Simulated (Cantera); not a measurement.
Charge: 1 mol SiH₄, 3 mol HCl, a varied amount of N₂, equilibrated at 600 °C and 10000 Pa.

Method: chemical equilibrium by Gibbs-energy minimisation in Cantera with the NASA 1993 tables (ideal gas, pure condensed phases). Candidate condensed phases: NH₄Cl, Si, Si₃N₄; 28 gas species. N₂ is the only nitrogen source here; it is nearly inert below about 1500 K, so the nitride shown seldom forms there in practice. Rates play no part.

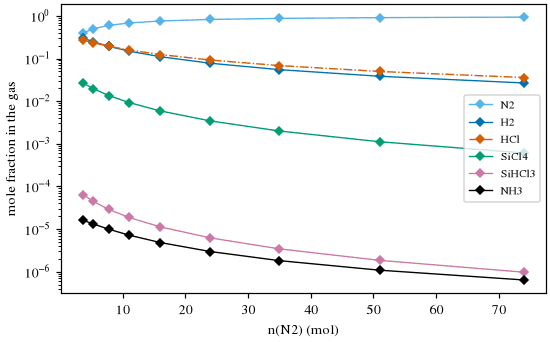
Figure. Equilibrium gas composition (values under 1e-9 drawn at 1e-9)

From 3.7 mol N₂ to 74 mol N₂ the condensed part is Si₃N₄(s). The main Si-bearing gas is SiCl₄ throughout. The share of Si in condensed phases is highest at 74 mol N₂ (95.2 %) and lowest at 3.7 mol N₂ (78.7 %).
